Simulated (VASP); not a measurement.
Band structure of LaSi₃Ir (space group I4mm). Computed with PBEsol GGA, VASP's PBE PAW potentials (set 64) (plane waves; VASP 6.6.1).

Unless said otherwise, spin-orbit coupling is left out, though it shifts the bands of the heavy elements here.

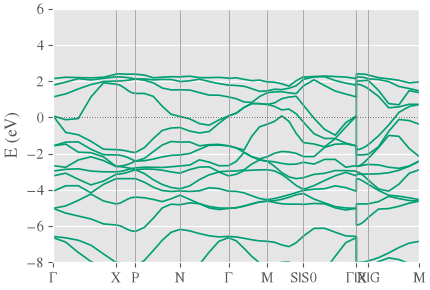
Figure. Bands along high-symmetry lines, zero at the valence-band maximum or, without a gap, the Fermi level

Problem. Read the plot: is there a gap, and where are the band edges?

Solution. It has no gap at this level: it comes out as a metal or semimetal.

The structure comes from a computed database's LaSi3Ir entry (I4mm); how it stands against other phases isn't given here. The cell was not relaxed at this level.
